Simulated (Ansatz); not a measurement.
# GeMo: one candidate structure

Aim: relax GeMo from this start, AuCd (B19) type (Pmma, No. 51), and see where it ends.

Computed with Ansatz 0.2.0 (DFT PBE, scalar-relativistic, plane waves, PAW, unless a step's input says otherwise).

## 1. Starting point

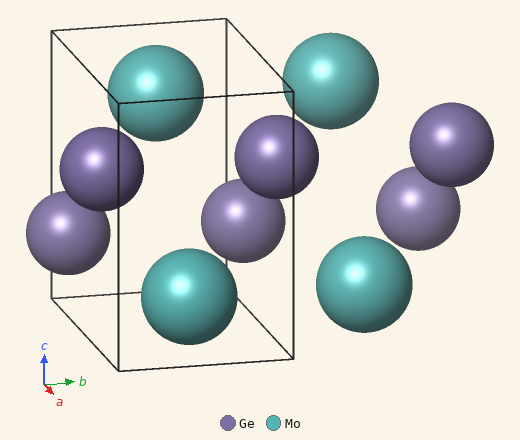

Start, viewed slightly off an axis; germanium purple, molybdenum teal. 1×2×1 cells are drawn. Atoms on the faces are drawn again on the opposite ones.

As a file:

```xyz
4
Lattice="4.5858 0.0000 0.0000 0.0000 3.0347 0.0000 0.0000 0.0000 4.6821" Properties=species:S:1:pos:R:3 pbc="T T T"
Ge    3.4393    0.0000    3.2166
Ge    1.1464    0.0000    1.4655
Mo    3.4393    1.5174    0.8802
Mo    1.1464    1.5174    3.8019
```

This is candidate A: AuCd (B19) type (Pmma, No. 51).

## 2. Probe: one point at the start (candidate A)

input.yaml reads:

```yaml
crystal:
  lattice:
    - [4.5857991539, 0.0, 0.0]
    - [0.0, 3.0347200283, 0.0]
    - [0.0, 0.0, 4.6821394723]
  atoms:
    - { symbol: Ge, position: [0.75, 0.0, 0.687] }
    - { symbol: Ge, position: [0.25, 0.0, 0.313] }
    - { symbol: Mo, position: [0.75, 0.5, 0.188] }
    - { symbol: Mo, position: [0.25, 0.5, 0.812] }
basis:
  ecutwfc: 420
kpoints:
  mp_grid: { grid: [4, 6, 4] }
hamiltonian:
  xc: pbe
scf:
  occupations: { method: gaussian, width: 0.1 }
  lower_state_search: "off"
output:
  forces: true
  stress: true
  eigenvalues: true
```

On the command line:

```sh
> ansatz run input.yaml --threads 1 --pin off --max-ram 2560MiB --backend cpu --events-out ev --progress --plain --runs-dir out
```

Output (excerpt; [...] marks lines left out):

```text
[...]
SCF converged after 6 iterations
Free energy (F): -18501.088884 eV
[...]
E sigma→0 (E₀):  -18501.077214 eV
Entropy (-TS):   -0.023340 eV (-5.835 meV/atom)
Fermi energy:    16.701934 eV
[...]
--- Forces (eV/Å), atoms counted from 1 ---
  atom   1  Ge    -0.00000000     0.00000000     0.58227664
  atom   2  Ge     0.00000000     0.00000000    -0.58227664
  atom   3  Mo     0.00000000     0.00000000    -0.04100765
  atom   4  Mo    -0.00000000     0.00000000     0.04100765
[...]
--- Stress (GPa, compression-positive) ---
       -9.058399      -0.000000      -0.000000
       -0.000000      -3.656503      -0.000000
       -0.000000      -0.000000     -12.789041
  P = ⅓ Tr σ = -8.5013 GPa (-85.013 kbar)
--- Band table (eV; the first three rows and the last of 36) ---
[...]
```

Wall time 3.9 s (1 thread of Arm Neoverse V1, shared host); peak memory 0.36 GiB.

The probe gives pressure -8.5 GPa, largest force 0.58 eV/Å, gap on this mesh none (metal). Stress or forces are large, so a loose relaxation on a coarse mesh comes first.

## 3. Coarse relaxation (candidate A)

Changes to input.yaml since step 2:

```diff
@@ -23 +23,6 @@
   eigenvalues: true
+relax:
+  adjacent_minimum: "off"
+  f_tol: 0.04
+  max_steps: 70
+  cell: { stress_tol: 0.4 }
```

On the command line:

```sh
> ansatz run input.yaml --threads 1 --pin off --max-ram 2560MiB --backend cpu --events-out ev --progress --plain --runs-dir out
```

Output:

```text
Warning: RAYON_NUM_THREADS=1 ignored (pool sized by the plan → 1); use --threads N
Engine: ansatz 0.2.0, aarch64-unknown-linux-gnu
Pseudopotentials: kind: paw
Pseudopotential: Ge, paw, valence charge 14, recommended cutoff 420 eV (normal), Ge.paw.azcp
Pseudopotential: Mo, paw, valence charge 14, recommended cutoff 420 eV (normal), Mo.paw.azcp
Functional definition: PBE
  parameter kappa = 0.804
  parameter beta = 0.06672455060314922
  exchange = pbe_x(kappa = kappa, mu = beta*pi^2/3)
  correlation = pbe_c(beta = beta)
Crystal: 4 atoms, lattice volume = 65.160 Å³
Basis set: ecut = 420 eV, 1251 PW (Γ), exchange–correlation on 64×48×64 points (8 copies of the dense FFT grid, shifted against one another)
Bands: 34, of which v1, the nominal top of the filled ones, is band 28 counted from 1 (27 counted from 0)
Symmetry: 8 space group operations
Space group: Pmma (ITA 51), of the structure as read, at distance tolerance 4.0e-5 Å
k-points: 36 of 96
Non-local potential: Ge, projectors of the file, l = 0: 2, l = 1: 2, l = 2: 3, l = 3: 1
Non-local potential: Mo, projectors of the file, l = 0: 3, l = 1: 2, l = 2: 2, l = 3: 1
PAW form: soft (Blöchl's): semilocal exchange-correlation on the pseudo side does not see the compensation charge
PAW one-centre angular grid: Ge, 590 points (default); XC on 64 Gauss nodes
PAW one-centre angular grid: Mo, 590 points (default); XC on 64 Gauss nodes
Initial density: superposition of atomic densities (neutral atoms: chi_scale 0, normalization atom), corrected by the library's trained network
Initial wavefunctions: pseudopotential atomic-orbital guess
Functional: x = pbe(κ = 0.804, μ = 0.2195149727645171), c = pbe(β = 0.06672455060314922)
SCF iter   1: F=—  HF=-18501.089940 eV  |F-HF|=—  |Δ(HF+E_count)|=         —  Δρ=5.12e-3  dr2=2.12e-2  ethr=1.77e-3  ⟨swp⟩=5.3  Hψ=4432  notcnv=0
preconditioner: auto → Kerker (q_TF=auto, 2.660 Å⁻¹)  [metal: Δε(μ)=0.058 eV  Ē_g=16.131 eV  σ=0.100 eV  W_gap=0.32  n_scr=18 (ndim 8)  ℏωp=29.1 eV  f_vac=0.000  D(μ)=4.43/eV (n_scr^D=46)]
SCF iter   2: F=—  HF=-18501.089691 eV  |F-HF|=—  |Δ(HF+E_count)|=   2.49e-4  Δρ=2.93e-3  dr2=6.71e-3  ethr=3.79e-5  ⟨swp⟩=1.8  Hψ=1662  notcnv=0
SCF iter   3: F=—  HF=-18501.088890 eV  |F-HF|=—  |Δ(HF+E_count)|=   8.01e-4  Δρ=5.53e-4  dr2=2.26e-4  ethr=1.20e-5  ⟨swp⟩=2.0  Hψ=1505  notcnv=0
SCF iter   4: F=—  HF=-18501.088817 eV  |F-HF|=—  |Δ(HF+E_count)|=   7.29e-5  Δρ=1.79e-4  dr2=2.27e-5  ethr=4.04e-7  ⟨swp⟩=2.0  Hψ=1904  notcnv=0
SCF iter   5: F=—  HF=-18501.088884 eV  |F-HF|=—  |Δ(HF+E_count)|=   6.67e-5  Δρ=6.10e-5  dr2=2.04e-6  ethr=4.06e-8  ⟨swp⟩=2.0  Hψ=1889  notcnv=0
SCF iter   6: F=-18501.088884 eV  HF=-18501.088884 eV  |F-HF|=9.24e-10  |Δ(HF+E_count)|=   1.46e-7  Δρ=1.22e-5  dr2=6.41e-8  ethr=1.79e-10  ⟨swp⟩=5.2  Hψ=5284  notcnv=0
SCF 1 converged in 6 iterations: F = -18501.088884 eV  dr2 = 6.41e-8
relax step   1: F+E_penalty+E_count = -18501.08888429 eV  Δ(F+E_penalty+E_count) = +0.000e0 eV  max|allowed force component| = 5.823e-1 eV/Å  Δτ_max = 0.0000 Å  P = -8.501 GPa  Ω = 65.160 Å³  (6 SCF iters, dr2 threshold 1.00e-7 eV, accepted)
Crystal: 4 atoms, lattice volume = 59.948 Å³
Basis set: ecut = 420 eV, 1179 PW (Γ), exchange–correlation on 64×48×64 points (8 copies of the dense FFT grid, shifted against one another)
Initial density: handed on by an earlier stage of this run
Initial wavefunctions: those handed on with the density
iter 1 solved again at ethr=1.21e-4 eV; its pass at ethr=3.10e-3 eV (dr2=6.77e-2 eV) is discarded
SCF iter   1: F=—  HF=-18501.333458 eV  |F-HF|=—  |Δ(HF+E_count)|=         —  Δρ=9.84e-3  dr2=6.80e-2  ethr=1.21e-4  ⟨swp⟩=1.0  Hψ=5620  notcnv=0
preconditioner: auto → Kerker (q_TF=auto, 2.697 Å⁻¹)  [metal: Δε(μ)=0.055 eV  Ē_g=16.540 eV  σ=0.100 eV  W_gap=0.29  n_scr=18 (ndim 8)  ℏωp=30.3 eV  f_vac=0.000  D(μ)=2.55/eV (n_scr^D=18)]
SCF iter   2: F=—  HF=-18501.324557 eV  |F-HF|=—  |Δ(HF+E_count)|=   8.90e-3  Δρ=5.73e-3  dr2=2.66e-2  ethr=1.21e-4  ⟨swp⟩=1.0  Hψ=1224  notcnv=0
SCF iter   3: F=—  HF=-18501.319164 eV  |F-HF|=—  |Δ(HF+E_count)|=   5.39e-3  Δρ=7.25e-4  dr2=2.06e-4  ethr=4.76e-5  ⟨swp⟩=2.0  Hψ=1581  notcnv=0
SCF iter   4: F=—  HF=-18501.319132 eV  |F-HF|=—  |Δ(HF+E_count)|=   3.24e-5  Δρ=1.83e-4  dr2=2.11e-5  ethr=3.68e-7  ⟨swp⟩=2.2  Hψ=2087  notcnv=0
SCF iter   5: F=—  HF=-18501.319121 eV  |F-HF|=—  |Δ(HF+E_count)|=   1.04e-5  Δρ=7.72e-5  dr2=3.50e-6  ethr=3.77e-8  ⟨swp⟩=2.0  Hψ=1942  notcnv=0
SCF iter   6: F=-18501.319120 eV  HF=-18501.319120 eV  |F-HF|=7.02e-8  |Δ(HF+E_count)|=   1.68e-6  Δρ=2.75e-5  dr2=3.75e-7  ethr=7.14e-10  ⟨swp⟩=3.6  Hψ=4951  notcnv=0
SCF 2 converged in 6 iterations: F = -18501.319120 eV  dr2 = 3.75e-7
relax step   2: F+E_penalty+E_count = -18501.31911953 eV  Δ(F+E_penalty+E_count) = -2.302e-1 eV  max|allowed force component| = 5.104e-1 eV/Å  Δτ_max = 0.0839 Å  P = +5.537 GPa  Ω = 59.948 Å³  energy of the carried Pulay correction = +1.326e-3 eV  (6 SCF iters, dr2 threshold 4.00e-7 eV, accepted)
Crystal: 4 atoms, lattice volume = 61.413 Å³
Basis set: ecut = 420 eV, 1211 PW (Γ), exchange–correlation on 64×48×64 points (8 copies of the dense FFT grid, shifted against one another)
iter 1 solved again at ethr=9.13e-5 eV; its pass at ethr=3.10e-3 eV (dr2=5.11e-2 eV) is discarded
SCF iter   1: F=—  HF=-18501.454251 eV  |F-HF|=—  |Δ(HF+E_count)|=         —  Δρ=1.21e-2  dr2=5.15e-2  ethr=9.13e-5  ⟨swp⟩=1.1  Hψ=5970  notcnv=0
preconditioner: auto → Kerker (q_TF=auto, 2.687 Å⁻¹)  [metal: Δε(μ)=0.009 eV  Ē_g=16.406 eV  σ=0.100 eV  W_gap=0.05  n_scr=18 (ndim 8)  ℏωp=30.0 eV  f_vac=0.000  D(μ)=4.98/eV (n_scr^D=62)]
SCF iter   2: F=—  HF=-18501.449131 eV  |F-HF|=—  |Δ(HF+E_count)|=   5.12e-3  Δρ=7.28e-3  dr2=1.98e-2  ethr=9.13e-5  ⟨swp⟩=1.0  Hψ=1224  notcnv=0
SCF iter   3: F=—  HF=-18501.446210 eV  |F-HF|=—  |Δ(HF+E_count)|=   2.92e-3  Δρ=8.00e-4  dr2=3.37e-4  ethr=3.54e-5  ⟨swp⟩=2.2  Hψ=1600  notcnv=0
SCF iter   4: F=—  HF=-18501.446195 eV  |F-HF|=—  |Δ(HF+E_count)|=   1.51e-5  Δρ=2.45e-4  dr2=2.83e-5  ethr=6.02e-7  ⟨swp⟩=2.0  Hψ=1923  notcnv=0
SCF iter   5: F=—  HF=-18501.446164 eV  |F-HF|=—  |Δ(HF+E_count)|=   3.11e-5  Δρ=9.52e-5  dr2=5.41e-6  ethr=5.05e-8  ⟨swp⟩=2.0  Hψ=1938  notcnv=0
SCF iter   6: F=—  HF=-18501.446163 eV  |F-HF|=—  |Δ(HF+E_count)|=   8.31e-7  Δρ=2.58e-5  dr2=4.11e-7  ethr=9.65e-9  ⟨swp⟩=2.0  Hψ=1905  notcnv=0
SCF iter   7: F=-18501.446163 eV  HF=-18501.446163 eV  |F-HF|=1.57e-9  |Δ(HF+E_count)|=   6.56e-8  Δρ=4.25e-6  dr2=1.03e-8  ethr=7.14e-10  ⟨swp⟩=4.2  Hψ=3880  notcnv=0
SCF 3 converged in 7 iterations: F = -18501.446163 eV  dr2 = 1.03e-8
relax step   3: F+E_penalty+E_count = -18501.44616300 eV  Δ(F+E_penalty+E_count) = -1.270e-1 eV  max|allowed force component| = 2.705e-1 eV/Å  Δτ_max = 0.0944 Å  P = -0.040 GPa  Ω = 61.413 Å³  energy of the carried Pulay correction = +9.420e-4 eV  (7 SCF iters, dr2 threshold 4.00e-7 eV, accepted)
[... 10 lines left out ...]
relax step   4: F+E_penalty+E_count = -18501.47362993 eV  Δ(F+E_penalty+E_count) = -2.747e-2 eV  max|allowed force component| = 3.373e-1 eV/Å  Δτ_max = 0.0478 Å  P = -0.678 GPa  Ω = 61.491 Å³  energy of the carried Pulay correction = +9.220e-4 eV  (6 SCF iters, dr2 threshold 4.00e-7 eV, accepted)
[... 12 lines left out ...]
relax step   5: F+E_penalty+E_count = -18501.46273995 eV  Δ(F+E_penalty+E_count) = +1.089e-2 eV  max|allowed force component| = 3.686e-1 eV/Å  Δτ_max = 0.1953 Å  P = +0.933 GPa  Ω = 61.116 Å³  energy of the carried Pulay correction = +1.019e-3 eV  (7 SCF iters, dr2 threshold 4.00e-7 eV, rejected (line search))
[... 12 lines left out ...]
relax step   6: F+E_penalty+E_count = -18501.50041725 eV  Δ(F+E_penalty+E_count) = -2.679e-2 eV  max|allowed force component| = 3.206e-2 eV/Å  Δτ_max = 0.0952 Å  P = -0.755 GPa  Ω = 61.417 Å³  energy of the carried Pulay correction = +9.411e-4 eV  (8 SCF iters, accepted)
[... 12 lines left out ...]
relax step   7: F+E_penalty+E_count = -18501.51337213 eV  Δ(F+E_penalty+E_count) = -1.295e-2 eV  max|allowed force component| = 5.912e-3 eV/Å  Δτ_max = 0.0226 Å  P = +0.018 GPa  Ω = 61.036 Å³  energy of the carried Pulay correction = +1.040e-3 eV  (6 SCF iters, dr2 threshold 4.00e-7 eV, accepted)
[... 12 lines left out ...]
relax step   8: F+E_penalty+E_count = -18501.51123240 eV  Δ(F+E_penalty+E_count) = +2.140e-3 eV  max|allowed force component| = 1.046e-1 eV/Å  Δτ_max = 0.0296 Å  P = +0.844 GPa  Ω = 60.758 Å³  energy of the carried Pulay correction = +1.113e-3 eV  (6 SCF iters, dr2 threshold 4.00e-7 eV, rejected (line search))
[... 11 lines left out ...]
relax step   9: F+E_penalty+E_count = -18501.51920603 eV  Δ(F+E_penalty+E_count) = -5.834e-3 eV  max|allowed force component| = 2.010e-3 eV/Å  Δτ_max = 0.0027 Å  P = -0.039 GPa  Ω = 60.985 Å³  energy of the carried Pulay correction = +1.053e-3 eV  (7 SCF iters, accepted)
Basis set: ecut = 420 eV, 1195 PW (Γ), exchange–correlation on 60×48×60 points (8 copies of the dense FFT grid, shifted against one another)
Initial wavefunctions: pseudopotential atomic-orbital guess (no wavefunctions were taken with the density)
iter 1 solved again at ethr=2.91e-8 eV; its pass at ethr=3.10e-3 eV (dr2=1.63e-5 eV) is discarded
SCF iter   1: F=—  HF=-18501.516983 eV  |F-HF|=—  |Δ(HF+E_count)|=         —  Δρ=9.67e-4  dr2=1.38e-5  ethr=2.91e-8  ⟨swp⟩=3.1  Hψ=7134  notcnv=0
preconditioner: auto → Resta (q_TF=auto, 2.690 Å⁻¹)  ε∞=4.4  [insulator: Δε(μ)=0.176 eV  Ē_g=16.416 eV  σ=0.100 eV  W_gap=0.77  n_scr=18 (ndim 8)  ℏωp=30.1 eV  f_vac=0.000  D(μ)=2.51/eV (n_scr^D=18)  ε∞_Penn≈4.4]
SCF iter   2: F=—  HF=-18501.517855 eV  |F-HF|=—  |Δ(HF+E_count)|=   8.72e-4  Δρ=4.91e-4  dr2=3.83e-6  ethr=2.46e-8  ⟨swp⟩=2.1  Hψ=1646  notcnv=0
SCF iter   3: F=—  HF=-18501.518170 eV  |F-HF|=—  |Δ(HF+E_count)|=   3.15e-4  Δρ=5.67e-5  dr2=6.73e-8  ethr=6.83e-9  ⟨swp⟩=2.1  Hψ=1894  notcnv=0
SCF iter   4: F=—  HF=-18501.518174 eV  |F-HF|=—  |Δ(HF+E_count)|=   4.04e-6  Δρ=4.17e-6  dr2=3.33e-9  ethr=1.20e-10  ⟨swp⟩=2.0  Hψ=1943  notcnv=0
iter 5 did not close the SCF: its close was put off for the readings that it lacked (scf_convergence_deferred on its scf_iter line)
SCF iter   5: F=-18501.518174 eV  HF=-18501.518174 eV  |F-HF|=7.53e-10  |Δ(HF+E_count)|=   6.38e-9  Δρ=1.26e-6  dr2=3.00e-10  ethr=5.94e-12  ⟨swp⟩=2.0  Hψ=1620  notcnv=0
SCF iter   6: F=-18501.518174 eV  HF=-18501.518174 eV  |F-HF|=3.64e-12  |Δ(HF+E_count)|=  8.15e-10  Δρ=1.43e-7  dr2=5.09e-12  ethr=1.00e-12  ⟨swp⟩=2.0  Hψ=3367  notcnv=0
SCF 10 converged in 6 iterations: F = -18501.518174 eV  dr2 = 5.09e-12
relax step  10: F+E_penalty+E_count = -18501.51817420 eV  Δ(F+E_penalty+E_count) = +1.032e-3 eV  max|allowed force component| = 2.010e-3 eV/Å  Δτ_max = 0.0000 Å  P = -0.033 GPa  Ω = 60.985 Å³  stress off target by 1.30e-1 GPa  SCF on the basis re-selected at this cell (its energy is not comparable with the rows above)  (6 SCF iters)
basis re-selected at this cell: Δ(F+E_penalty+E_count) = +1.032e-3 eV, ΔP = +0.006 GPa vs the last step (what re-selecting the basis moved, of the pressure what is left beyond the Pulay correction that the steps carried, after the strain that the cell walked since its last selection, with what the two solves' SCF thresholds leave and, on support functions, any second-order correction that the steps lacked; it is no measure of the basis error at this ecutwfc). The dense FFT grid was sized anew with the basis: this SCF ran on 30×24×30 points, the steps before it on 32×24×32, so part of this shift can come from that change (see relax.cell in the input reference). This SCF's stress stands 1.30e-1 GPa from its target on what of the cell is left free (relax.cell.stress_tol is 4.00e-1 GPa) and its largest allowed force component is 2.01e-3 eV/Å (relax.f_tol is 4.00e-2 eV/Å): within both
SCF converged after 6 iterations
Free energy (F): -18501.518174 eV
Harris-Foulkes:  -18501.518174 eV  (|F-HF|=3.64e-12)
Internal energy: -18501.505599 eV  (E = F + TS)
E sigma→0 (E₀):  -18501.511887 eV
Entropy (-TS):   -0.012575 eV (-3.144 meV/atom)
Fermi energy:    17.889502 eV
--- Per-component energies (eV) ---
  E_band       = -225.874761
  E_kinetic    = 1110.515839
  E_local      = -5441.508530  (includes V_loc(G=0)·N_el)
  E_nonlocal   = 1126.374411
  E_hartree    = 2242.863699
  E_xc         = -520.117546
  E_vxc        = -590.161889  (∫ρ·V_xc dr)
  E_paw        = -10444.369866  (= ΣΔE_a)
  E_vpaw       = -916.822619  (= ΣTr[D̂ρ^β])
  E_aug_tail   = 0.000662  (compensation charges beyond the density's cutoff)
  E_ewald      = -6575.264267
  E_smearing   = -0.012575  (= −TS)
  E_closure    = 0.000000  (closes the sum)
  Σ components = -18501.518174   (vs F -18501.518174, Δ=0.00e0)
--- Forces (eV/Å), atoms counted from 1 ---
  atom   1  Ge    -0.00000000     0.00000000     0.00201017
  atom   2  Ge     0.00000000    -0.00000000    -0.00201017
  atom   3  Mo    -0.00000000     0.00000000     0.00110927
  atom   4  Mo     0.00000000    -0.00000000    -0.00110927
  max |Σ_I F_I| component: 0.00e0 eV/Å
--- Stress (GPa, compression-positive) ---
        0.004964      -0.000000      -0.000000
       -0.000000      -0.130267      -0.000000
       -0.000000      -0.000000       0.025445
  P = ⅓ Tr σ = -0.0333 GPa (-0.333 kbar)
--- Band table (eV; the first three rows and the last of 36) ---
  k-point 0: bands = ["-42.9118", "-42.8607", "-17.1543", "-17.1542", "-16.9281", "-16.8767", "-16.8767", "-16.8676", "-6.5205", "-6.5140", "-6.5055", "-6.4823", "-6.4823", "-6.4658", "-6.4632", "-6.4579", "-6.4579", "-6.4072", "5.6568", "9.0420", "14.6257", "14.6275", "14.8093", "14.8500", "15.3503", "17.4030", "17.4031", "18.9782", "18.9788", "19.1346", "20.1143", "20.6126", "20.6132", "20.6461"]
  k-point 1: bands = ["-42.9042", "-42.8680", "-17.1206", "-17.1144", "-16.9246", "-16.9199", "-16.9181", "-16.8772", "-6.5035", "-6.5030", "-6.4985", "-6.4787", "-6.4739", "-6.4704", "-6.4669", "-6.4614", "-6.4566", "-6.4234", "6.1859", "8.7953", "13.4497", "14.6977", "14.8503", "14.8636", "16.3491", "17.0907", "17.4229", "17.6024", "17.7091", "18.7100", "20.4146", "20.4382", "21.0338", "21.4857"]
  k-point 2: bands = ["-42.8861", "-42.8859", "-17.0300", "-17.0295", "-17.0175", "-17.0166", "-16.8994", "-16.8992", "-6.4834", "-6.4834", "-6.4812", "-6.4811", "-6.4700", "-6.4699", "-6.4633", "-6.4630", "-6.4605", "-6.4604", "7.5412", "7.5464", "13.9753", "13.9762", "14.8086", "14.8154", "16.4889", "16.4926", "16.9620", "16.9644", "18.1209", "18.1238", "20.2275", "20.2362", "21.3103", "21.3165"]
  k-point 35: bands = ["-42.8663", "-42.8663", "-17.1616", "-17.1616", "-17.1523", "-17.1523", "-16.8235", "-16.8235", "-6.5034", "-6.5034", "-6.4875", "-6.4875", "-6.4808", "-6.4808", "-6.4770", "-6.4770", "-6.4044", "-6.4044", "8.8631", "8.8631", "14.4602", "14.4602", "14.6640", "14.6640", "15.3049", "15.3049", "17.5817", "17.5817", "17.6380", "17.6380", "20.4604", "20.4604", "21.1759", "21.1759"]
--- Relaxed structure (9 steps of the walk, 7 accepted, 1 SCFs on fresh bases) ---
  F+E_penalty+E_count = -18501.51817420 eV   max|allowed force component| = 2.010e-3 eV/Å   (the final SCF, on the basis selected at the relaxed cell)
  cell:  # Å, volume = 60.9852 Å³
    - [4.388012855918518, -1.0974031035892484e-34, -4.389604042965184e-33]
    - [-7.262226420772492e-35, 3.1677809130058097, 2.1786679262317476e-33]
    - [-8.963816377620128e-34, 3.361373371947588e-33, 4.387341852901028]
  atoms:
    - { symbol: Ge, position: [0.75, 0.0, 0.7497981547312438] }
    - { symbol: Ge, position: [0.25, 4.276423536147513e-50, 0.2502018452687564] }
    - { symbol: Mo, position: [0.75, 0.5, 0.24985247695149276] }
    - { symbol: Mo, position: [0.25, 0.5, 0.7501475230485073] }
```

Run time: 48 s. Hardware: 1 thread of Arm Neoverse V1, shared host; peak memory 0.38 GiB.

The steps of the relaxation:

| step | E - E(step 1) (eV/cell) | largest force component (eV/Å) | pressure (GPa) | volume (Å³) |
| --- | --- | --- | --- | --- |
| 1 | 0.0000 | 0.5823 | -8.50 | 65.16 |
| 2 | -0.2302 | 0.5104 | 5.54 | 59.95 |
| 3 | -0.3573 | 0.2705 | -0.04 | 61.41 |
| 4 | -0.3847 | 0.3373 | -0.68 | 61.49 |
| 5 | -0.3739 | 0.3686 | 0.93 | 61.12 |
| 6 | -0.4115 | 0.0321 | -0.75 | 61.42 |
| 7 | -0.4245 | 0.0059 | 0.02 | 61.04 |
| 8 | -0.4223 | 0.1046 | 0.84 | 60.76 |
| 9 | -0.4303 | 0.0020 | -0.04 | 60.99 |
| 10 | -0.4293 | 0.0020 | -0.03 | 60.99 |

Step 1 is the start. Step 10 repeats the geometry before it on a plane-wave basis chosen anew for that cell, so its energy need not be comparable with the rows above. Steps 5, 8 were tried and not accepted.

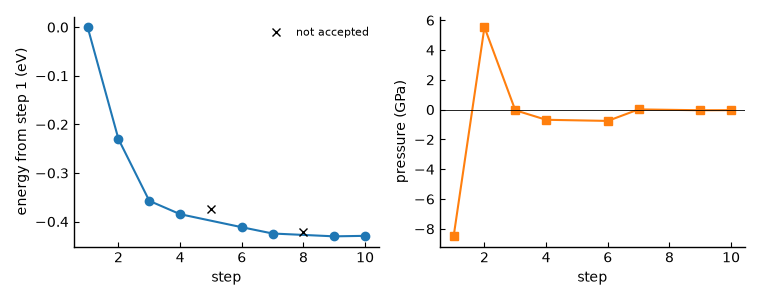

Energy and pressure along the relaxation.

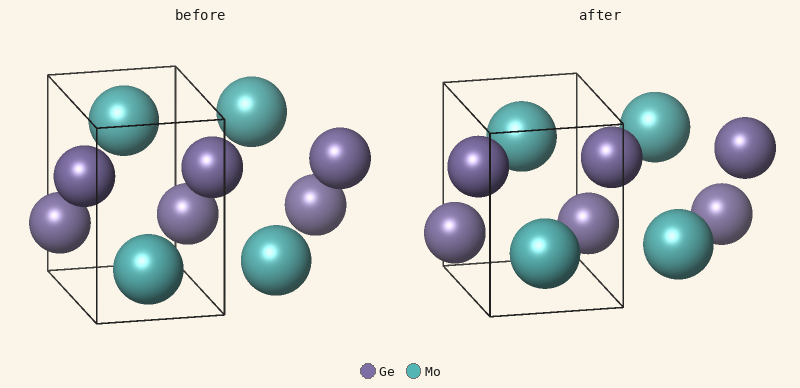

The structure before (left) and after (right) the relaxation, drawn at the same scale.

|  | before | after | change |
| --- | --- | --- | --- |
| a (Å) | 4.586 | 4.388 | -4.3 % |
| b (Å) | 3.035 | 3.168 | +4.4 % |
| c (Å) | 4.682 | 4.387 | -6.3 % |
| volume (Å³/atom) | 16.29 | 15.25 | -6.4 % |
| shortest distance (Å) | 2.786 | 2.706 | -2.9 % |
| space group (0.01 Å) | Pmma | P4/mmm | changed |

The run keeps the 8 symmetry operations of the start, so it could not have lowered the symmetry.

(Part 1 of 2 ends here.)
